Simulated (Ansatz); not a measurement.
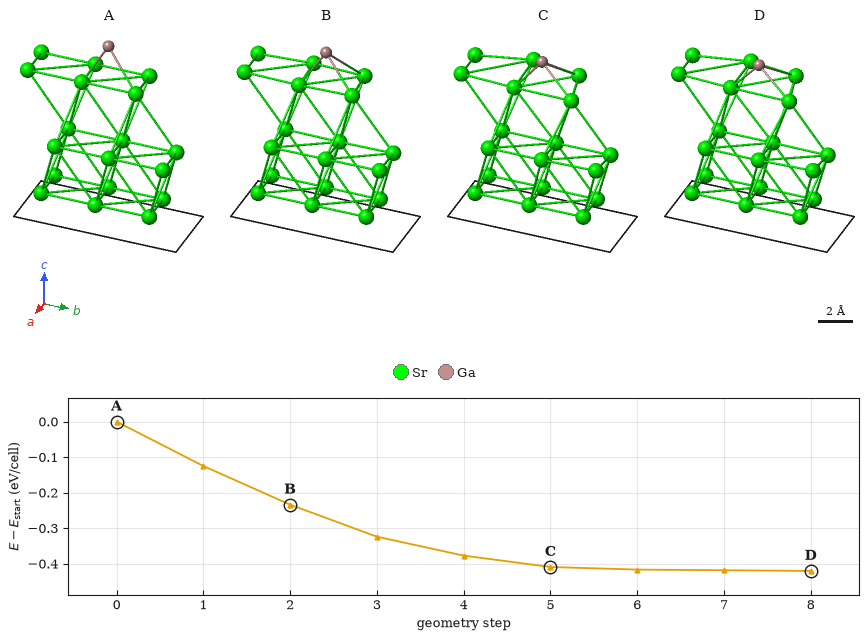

Frames of a constrained relaxation of a slab of composition Sr18Ga, marked on the history of the run. The picture is a ball-and-stick view of the cell of the calculation, outlined in the plane, without the vacuum (origin shifted), seen slightly off an axis.

It is Ga on Sr(111), set down by a guess. The run prepares an end point of a later path (adatom hop) calculation, from a guessed geometry. 6 atoms are held fixed.

These are results of DFT PBE, scalar-relativistic, plane waves, PAW (Ansatz), not measurements. Set-up: plane-wave cutoff 420 eV; k-point mesh 2 × 2 × 1; occupations fermi dirac; smearing width 0.05 eV; no spin polarisation; atoms relaxed in a fixed cell; force threshold 0.03 eV/Å; at most 60 steps.

Question: What happens along the run?

Answer: The largest move is that of the Ga atom, 1.14 Å at 8° to the normal (−c side). By element the largest moves are Ga 1.14 Å, Sr 0.57 Å. The lattice vectors keep their values. Some distances before and after: Ga–Sr 4.605 → 3.472 Å, Ga–Sr 4.414 → 3.556 Å, Sr–Sr 4.299 → 4.867 Å, Sr–Sr 4.299 → 4.736 Å. Among the angles between lasting bonds that change: Sr–Ga–Sr 80.3° → 105.8°. The energy falls by 0.420 eV per cell of the calculation in 8 geometry steps. The largest force component goes from 0.44 to 0.0078 eV/Å. From step 0 to 2: the Ga atom moves most (0.39 Å), energy −0.234 eV per cell of the calculation. From step 2 to 5: the Ga atom moves most (0.57 Å), energy −0.175 eV per cell of the calculation. From step 5 to 8: the Ga atom moves most (0.20 Å), energy −11.1 meV per cell of the calculation.

| step | E − E(0), meV/atom | largest force component, eV/Å |
| --- | --- | --- |
| 0 | 0.00 | 0.4423 |
| 1 | -6.57 | 0.4106 |
| 2 | -12.30 | 0.1945 |
| 3 | -17.04 | 0.1562 |
| 4 | -19.84 | 0.0817 |
| 5 | -21.53 | 0.0829 |
| 6 | -21.91 | 0.0492 |
| 7 | -22.01 | 0.0265 |
| 8 | -22.11 | 0.0078 |
